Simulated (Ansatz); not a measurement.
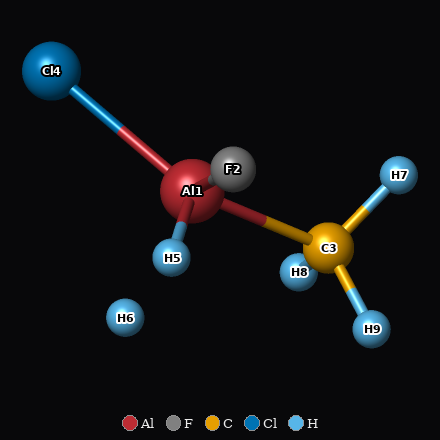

The system is the reacting system CH5AlClF (fragments CH₃AlClF + H₂ where the first distance is long, CH₅AlClF where the second is long); the picture shows the reference structure. The first coordinate is: distance Al1–H6 (bond that forms); the second: distance H5–H6 (bond that breaks). Relaxed at each point: all other coordinates. The scan uses a 13 × 13 grid. Points are written as (first, second). Energies are in kJ/mol, from a guessed transition structure relaxed with its forming and breaking bonds held. Energies and slopes of some neighbouring points disagree (a jump in structure or state, or too coarse a mesh). The reference is spin-restricted, so regions where a bond is pulled apart into radicals lie too high. Theory: Ansatz, RKS PBE-D4/def2-SVP.

Its coordinates:

```xyz
9

Al   -0.0943    0.3585    0.5425
F     1.3635   -0.8371    1.4889
C    -0.0529    0.2752   -1.3897
Cl   -0.5979    2.0082    1.7503
H     0.2318   -1.2611    1.5403
H    -0.7391   -1.3278    1.4101
H     0.8593    0.7787   -1.7738
H    -0.9335    0.7837   -1.8331
H    -0.0371   -0.7782   -1.7356
```

Range: distance Al1–H6 (bond that forms) from 1.368 to 3.168 Å; distance H5–H6 (bond that breaks) from 0.666 to 1.866 Å.

**Predict the map.**

The lowest grid point is at (2.286 Å, 0.794 Å), −131 kJ/mol from a guessed transition structure relaxed with its forming and breaking bonds held. The highest grid point, (1.368 Å, 1.866 Å), lies 332 kJ/mol above the lowest.

```tsv
second ↓, first →	1.368	1.449	1.560	1.686	1.824	1.971	2.125	2.286	2.452	2.624	2.801	2.982	3.168
1.866	201	148	96	56	28	10	−2	−7	−7	−3	4	12	18
1.742	186	134	83	45	19	3	−6	−8	−6	1	9	16	20
1.621	172	120	71	35	11	−3	−9	−8	−2	6	14	19	21
1.504	156	106	58	24	3	−7	−10	−6	3	12	18	21	24
1.389	139	90	44	13	−5	−11	−10	−1	10	18	22	24	38
1.278	120	73	29	1	−13	−15	−8	21	30	36	38	41	44
1.171	98	52	10	−16	−27	−28	−23	−18	−13	−9	−5	−3	0
1.068	73	27	−15	−42	−56	−61	−61	−58	−55	−51	−48	−46	−43
0.970	47	1	−41	−69	−85	−93	−95	−94	−92	−89	−86	−84	−82
0.878	28	−18	−61	−90	−107	−116	−120	−120	−119	−117	−115	−114	−112
0.794	19	−27	−69	−99	−117	−126	−131	−131	−131	−129	−128	−126	−125
0.720	25	−20	−62	−92	−111	−121	−125	−127	−126	−125	−124	−122	−121
0.666	44	−1	−43	−73	−92	−102	−107	−109	−108	−108	−106	−105	−103
```

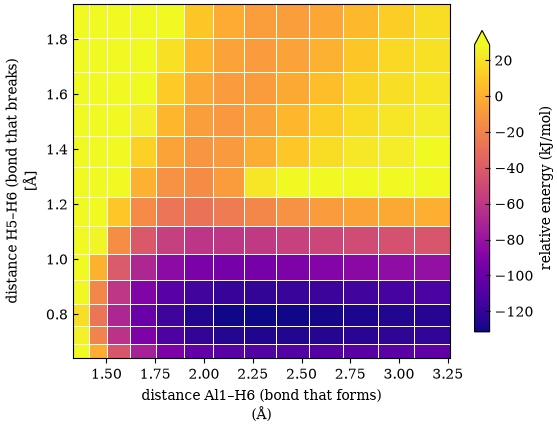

The picture shows one coloured cell a grid point, one colour for all values above the top of the scale.

Time for the 169 points that were run: 39 min on 1 thread of Arm Neoverse V1, on a shared host.
